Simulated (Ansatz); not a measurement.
# How Cr(100) screens a field, part 3 of 3

Where does the screening charge of Cr(100) sit?

Ansatz 0.2.0; plane-wave DFT, LDA, Ansatz PAW.

So far. Step 9 (Single point, field 0.4 V/Å): The dipole is 0.229 e·Å. Step 10 (The response): The induced dipole is that of a conductor 12.44 Å thick.

## 12. Varying the input: efield.ramp_width = 0.15 and efield.amplitude = 0.1

Another changed input: it repeats the earlier run at 0.05 V/Å with efield.ramp_width from 0.06 to 0.15 and efield.amplitude from 0.05 to 0.1.

File input.yaml:

```yaml
crystal:
  lattice:
    - [2.88, 0.0, 0.0]
    - [0.0, 2.88, 0.0]
    - [0.0, 0.0, 26.64]
  atoms:
    - { symbol: Cr, position: [0.0, 0.0, 0.3378378378], spin: 2.0 }
    - { symbol: Cr, position: [0.5, 0.5, 0.3918918919], spin: -2.0 }
    - { symbol: Cr, position: [0.0, 0.0, 0.4459459459], spin: 2.0 }
    - { symbol: Cr, position: [0.5, 0.5, 0.5], spin: -2.0 }
    - { symbol: Cr, position: [0.0, 0.0, 0.5540540541], spin: 2.0 }
    - { symbol: Cr, position: [0.5, 0.5, 0.6081081081], spin: -2.0 }
    - { symbol: Cr, position: [0.0, 0.0, 0.6621621622], spin: 2.0 }
magnetization:
  spin_polarized: true
kpoints:
  mp_grid: { grid: [18, 18, 1] }
hamiltonian:
  xc: lda
scf:
  occupations: { method: fermi_dirac, width: 0.1 }
  convergence: { dr2_threshold: 1.0e-10 }
efield:
  axis: 3
  dipole_correction: true
  ramp_position: 0.97
  ramp_width: 0.15
  amplitude: 0.1
output:
  forces: true
  write_potential: true
  write_density: true
  volumetric_format: npy
```

Started as:

```console
$ ansatz run input.yaml --threads 4 --pin off --max-ram 6144MiB --backend cpu --events-out ev --progress --plain --runs-dir out
```

Numbers of over 12 decimals in the logs are rounded to 6 here.

What it wrote:

```text
[...]
Crystal: 7 atoms, lattice volume = 220.963 Å³
Basis set: ecut = 420 eV, 4301 PW (Γ)
Bands: 68, of which v1, the nominal top of the filled ones, is band 49 counted from 1 (48 counted from 0)
Symmetry: 8 space group operations
k-points: 55 of 324
[...]
Starting moments: Σ|m| = 14 μB on 7 of 7 sites
[...]
SCF iter   1: F=—  HF=-23276.606509 eV  |F-HF|=—  |Δ(HF+E_count)|=         —  Δρ=1.03e-1 (↑1.03e-1 ↓9.82e-2)  dr2=5.78e1  dr2_m=1.03e1  M=1.669 μB ∫|m|=3.590 μB  β_m=1.00  ethr=3.10e-3  p=0.054 e·Å  D=4.41e-2 V/Å  ΔV_dip=-1.18 eV  dr2_dipole=2.83e-5  V_vac-E_F(+/−)=7.36/6.34 eV  ⟨swp⟩=9.2  Hψ=36595  notcnv=0
[...]
SCF iter  28: F=-23256.682789 eV  HF=-23256.682789 eV  |F-HF|=1.31e-10  |Δ(HF+E_count)|=    0.00e0  Δρ=2.53e-8 (↑2.53e-8 ↓2.51e-8)  dr2=1.85e-11  dr2_m=2.05e-14  M=-3.891 μB ∫|m|=10.305 μB  ethr=1.00e-12  p=0.057 e·Å  D=4.67e-2 V/Å  ΔV_dip=-1.24 eV  dr2_dipole=1.68e-12  V_vac-E_F(+/−)=4.58/3.63 eV  ⟨swp⟩=6.3  Hψ=27087  notcnv=0
WARN: efield: at this solve's end the planar-averaged density reaches 2.70e-5 e/Å³ inside the ramp window [0.9325, 0.1575] (bound 1e-5 e/Å³); by the running means of the window's planes the mean density over a ramp is at most 2.20e-5 e/Å³, which is held to the bound (the quickstart, § The vacuum guard, A window that rings); the window's nearer edge stands 4.80 Å from this solve's nearest atom along the axis. Its free energy, forces, stress, dipole, levels and responses can be off, and this figure does not tell by how much. A short vacuum, a low `basis.ecutwfc` or `basis.ecutrho_ratio` and negative occupations (`scf.occupations.method`) can put density there. [rest of the remark cut]
SCF 1 converged in 28 iterations: F = -23256.682789 eV  dr2 = 1.85e-11
[...]
SCF converged after 28 iterations
[...]
Magnetization: -3.8914 μB (47.0543 up, 50.9457 down)
Absolute magnetization: 10.3054 μB (∫|ρ↑−ρ↓|, with the PAW one-centre terms)
[...]
Per-site moments (μB) at R_I (Å): [(-2.337175, 1.028838), (1.114434, 1.028838), (-0.763310, 1.028838), (0.737212, 1.028838), (-0.763500, 1.028838), (1.117329, 1.028838), (-2.338031, 1.028838)]
Free energy (F): -23256.682789 eV
[...]
Internal energy: -23256.492601 eV  (E = F + TS)
E sigma→0 (E₀):  -23256.587695 eV
Entropy (-TS):   -0.190188 eV (-27.170 meV/atom)
Fermi energy:    4.507257 eV
Dipole field:    D = 0.046686 V/Å  (p = 0.057009 e·Å, saw-weighted, corrected)
Work function:   not extracted (applied field tilts the vacuum); planar V_es + V_field profile in the machine report
[...]
Vacuum region:   at the solve's end the planar-averaged density reaches 2.70e-5 e/Å³ inside the ramp window [0.9325, 0.1575] (bound 1e-5 e/Å³); by the running means of the window's planes the mean density over a ramp is at most 2.20e-5 e/Å³, which is held to the bound (the quickstart, § The vacuum guard, A window that rings)
[...]
--- Forces (eV/Å), atoms counted from 1 ---
  atom   1  Cr    -0.00000000     0.00000000     1.47097783
  atom   2  Cr    -0.00000000     0.00000000    -0.44765660
  atom   3  Cr     0.00000000     0.00000000     0.14273621
  atom   4  Cr    -0.00000000     0.00000000    -0.00000427
  atom   5  Cr     0.00000000     0.00000000    -0.14332678
  atom   6  Cr     0.00000000     0.00000000     0.44659768
  atom   7  Cr     0.00000000     0.00000000    -1.46931892
  max |Σ_I F_I| component: 5.14e-6 eV/Å
--- Band table (eV; the first three rows and the last of 110) ---
  k-point 0 ↑: bands = [... 45 lower, 3.8598, 4.1139, 4.4739, 4.6392, 4.8713, 4.9298, 4.9559, 4.9559, ... 15 higher]
  k-point 1 ↑: bands = [... 45 lower, 4.0465, 4.1898, 4.4537, 4.5518, 4.8143, 4.9056, 5.0608, 5.1560, ... 15 higher]
  k-point 2 ↑: bands = [... 45 lower, 4.2495, 4.2609, 4.3591, 4.6847, 4.8112, 4.8735, 5.1802, 5.2782, ... 15 higher]
  k-point 54 ↓: bands = [... 45 lower, 4.1714, 4.1714, 4.7147, 4.7496, 5.2373, 5.2396, 5.6111, 5.6590, ... 15 higher]
```

Elapsed: 2.7 min, on 4 threads of Arm Neoverse V1, shared host; peak memory 1.4 GiB; 11 min of CPU time.

Numbers from this step:

| Property | Result |
| --- | --- |
| energy at zero smearing | -23256.5877 eV |
| total moment | -3.891 μB |
| site moments | -2.337, 1.114, -0.7633, 0.7372, -0.7635, 1.117, -2.338 μB |
| dipole along the normal | 0.05701 e·Å |

Force by atom:

```csv
atom,x (eV/Å),y (eV/Å),z (eV/Å),size
Cr1,0.00,0.00,1.47,1.47
Cr2,0.00,0.00,-0.45,0.45
Cr3,0.00,0.00,0.14,0.14
Cr4,0.00,0.00,0.00,0.00
Cr5,0.00,0.00,-0.14,0.14
Cr6,0.00,0.00,0.45,0.45
Cr7,0.00,0.00,-1.47,1.47
```

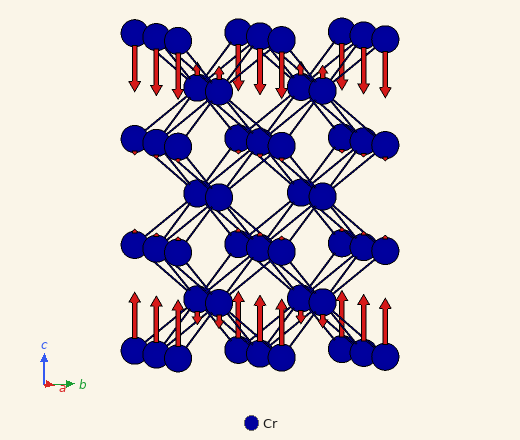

Force as arrows, the longest 1.47 eV/Å. 2×2×1 cells are drawn. Some periodic images of atoms are drawn too.

```csv
quantity,this run,earlier run,difference
dipole along the normal (e·Å),0.05701,0.02851,0.028
total moment (μB),-3.891,-3.892,2.3e-4
```

The applied field differs between the two, so the dipoles differ in any case.

## 13. What came out

| Property | Result |
| --- | --- |
| work function | 4.02 eV |
| image plane, upper face | 1.90 Å |
| induced electrons on the upper face over ε₀E | -0.999 |
| equivalent conductor thickness p/(ε₀AE) | 12.4 Å |
| inner field over outer field | -4.1e-4 |

The induced charge has its centre 1.90 Å outside the outermost atoms; this is the plane from which a capacitor's gap or an image potential counts. The equivalent conductor thickness exceeds the distance between the outer atoms by 3.80 Å, about the sum of the two image-plane distances. In the middle of the slab the field is screened to under 0.5 % of its outer value. The atoms are held at bulk positions with the tabulated experimental lattice constant. The magnetic order is the one reached from the typed start; other orders were not compared.

[Logs are printed without paths, hosts, clocks, repeated set-up lines and the standing remarks that a program may print on its own settings, such as how far it seeks lower states.]

[Hosts, paths, dates, database ids (printed as entryN), source tags and the programs' standing remarks are cut or masked in the printed files.]

[Maps of the electrostatic potential energy from Ansatz leave out the sawtooth potential of an applied field or a dipole correction, so their vacuum need not be flat; planar profiles and work functions include it.]
